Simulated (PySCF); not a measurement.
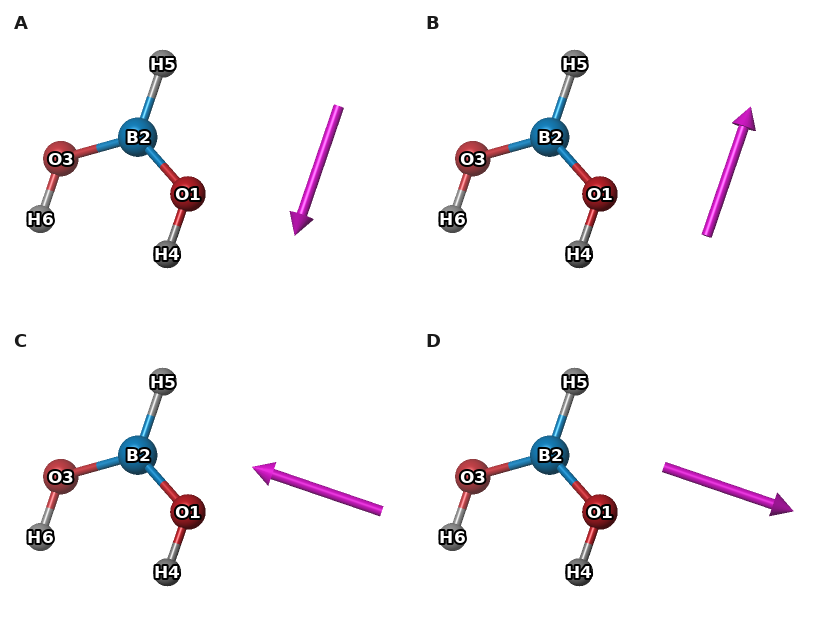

The same molecule four times, each with an arrow. The computed structure is the end point of a GFN2-xTB optimisation. No frequency run is at hand to confirm it as a minimum. Method: B3LYP/pcJ-1, gas phase (PySCF 2.14.0).

Which arrow points along the dipole moment, from the negative to the positive end?

Answer. A. The dipole moment is 3.11 D; it points from the side of H5 to the side of H4, H6 (the outermost atoms at the two ends).

The geometry is semi-empirical. Around B such bond lengths and angles can be off by a tenth of an ångström or more and by several degrees, and values that hang on the shape move with them.
